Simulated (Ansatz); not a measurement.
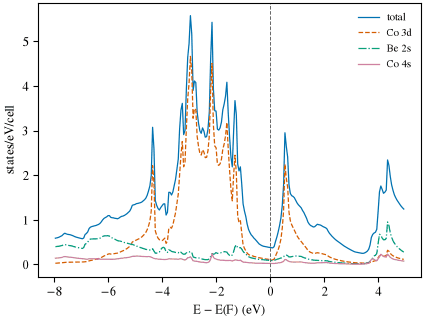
*Total and projected density of states of Be3Co in space group I4/mmm (No. 139; Be on 4d, Be on 2b, Co on 2a), DFT-r²SCAN in the program Ansatz with PAW potentials*

Which orbitals carry the states next to the Fermi level?

Within 0.5 eV of the Fermi level: Co 3d 44 %, Be 2s 18 %, outside the projected shells 33 %. Projections are on Löwdin-orthogonalised atomic valence shells; empty p or d shells of many metals are not among them.

Where is the tallest occupied peak in this window, and what makes it?

Near -2.9 eV, about 5.6 states/eV per cell; the largest projected share is Co 3d.

The first step of the workflow began from a Materials Project structure, measured or hypothetical; the Crystallography Open Database copy checked does not list it. With Be and Co taken as one species the cell has the higher symmetry I4/mmm, so it may be an ordered model of a mixed-site phase. Whether it is the stable phase at ambient conditions was not checked. The cell was relaxed with r²SCAN under the symmetry of its start; whether a distortion lowers the energy is not shown. Spin order of the final state: ferromagnetic, chosen from 2 collinear starts compared on coarse meshes (ties went to the first, and starts can fall back to one state), not a proven ground state. Other orbital occupations within this spin state were not tried.

Potentials: the later of the program's two PAW sets.
